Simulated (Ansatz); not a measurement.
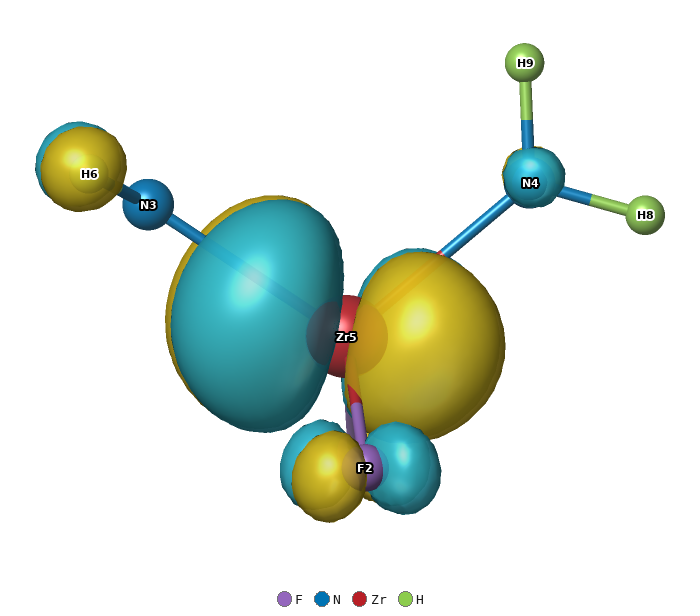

Figure 1: F₂H₄N₂Zr (SMILES [NH2][Zr]([NH2])([F])[F]). One frontier orbital at ±0.15 Å⁻³ᐟ² (yellow and cyan are the two phases), seen across its widest extent.

Geometry: PBE0-D4/def2-SVP; core potentials replace the inner electrons of Zr.

All numbers below come from isolated molecule in a Gaussian basis; Kohn-Sham density functional theory, functional PBE0 (Ansatz 0.2.0).

Input

```
crystal:
  periodic: [false, false, false]
  atoms:
    - {symbol: F, position_ang: [-1.138338, -1.446946, 2.523246]}
    - {symbol: F, position_ang: [0.043585, 0.083124, 0.004697]}
    - {symbol: N, position_ang: [1.573266, -2.555438, 1.120983]}
    - {symbol: N, position_ang: [1.583856, 0.210928, 2.806355]}
    - {symbol: Zr, position_ang: [0.451967, -0.936262, 1.578424]}
    - {symbol: H, position_ang: [2.167873, -2.655604, 0.299860]}
    - {symbol: H, position_ang: [1.554013, -3.450374, 1.607346]}
    - {symbol: H, position_ang: [1.279435, 1.098973, 3.202286]}
    - {symbol: H, position_ang: [2.527303, 0.023701, 3.135784]}
basis:
  gaussian:
    orbitals: def2-TZVPD
hamiltonian:
  xc: pbe0
output: {forces: true, orbitals: {seedname: orbitals}}
```

Launched as:

```sh
ansatz run input.yaml --threads 2 --pin off --max-ram 5220MiB --events-out events.jsonl --progress --plain --runs-dir runs
```

Which orbital is it: HOMO or LUMO?

The LUMO, at −0.51 eV. By Hirshfeld shares it lies mainly on Zr5 (about 70 %).
